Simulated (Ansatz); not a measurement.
Three curves of one kind of scan: energy against volume (even scaling of the relaxed cell, symmetry kept). Computed with PBE (plane waves to 420 eV, PAW, scalar-relativistic; Ansatz, a first-principles code). Each is measured from its own zero (the relaxed starting cell). 

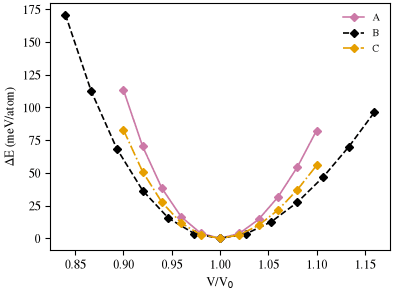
Curves A, B and C.

Question: Which curve belongs to the crystal with a fitted bulk modulus of 170 GPa and a relaxed volume of 18.13 Å³/atom?

Answer: Curve A, Nb (bcc, W type): near the minimum ΔE ≈ ½·B₀·V₀·(V/V₀ − 1)², with B₀·V₀ = 19 eV/atom.

All were relaxed with their symmetry unable to fall. Nb is run without spin polarisation. Relaxed Ni ends ferromagnetic. The magnetic order is the one the run started from; other orders were not tried. (This holds for the magnetic or f-shell members.)

(A scan under strain: stresses follow from slopes of the energy per volume, elastic moduli from its curvatures.)
